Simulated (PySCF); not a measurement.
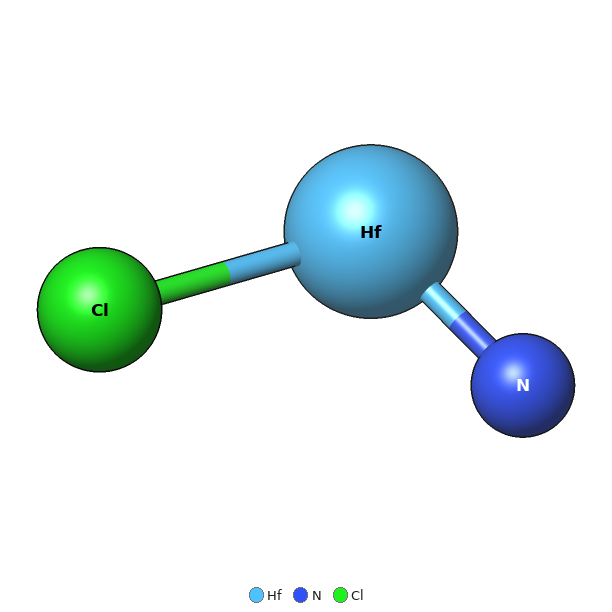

A metal compound. Charge 0, singlet. The geometry was computed by an optimisation with PBE0/def2-TZVP with core potentials.

Describe the coordination sphere.

Answer. Hf binds 2 atoms: 1 N at 1.72 Å, 1 Cl at 2.38 Å. The arrangement is bent.

Give the formal oxidation state and the d-electron count.

Answer. Hf(IV), d⁰, counting the ligands as closed-shell ions or neutral donors.

The search tried a few shapes and spins; others may lie lower.
